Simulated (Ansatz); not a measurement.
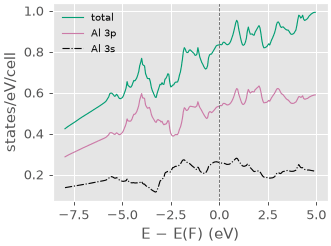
Total and projected density of states of Al (hcp (Mg type), P6_3/mmc), LDA in the plane-wave PAW code Ansatz

Q: Which orbitals carry the states next to the Fermi level?

A: Within 0.5 eV of the Fermi level: Al 3p 64 %, Al 3s 31 %. Projections are on Löwdin-orthogonalised atomic valence shells; empty p or d shells of many metals are not among them.

The workflow started from a Materials Project entry (that database holds measured and hypothetical structures alike); the Crystallography Open Database copy checked does not list it. It is not the phase usual at ambient conditions (space group No. 225). Symmetry was held in the LDA relaxation; its stability against distortions is not shown here.

Potentials: the later of the program's two PAW sets.
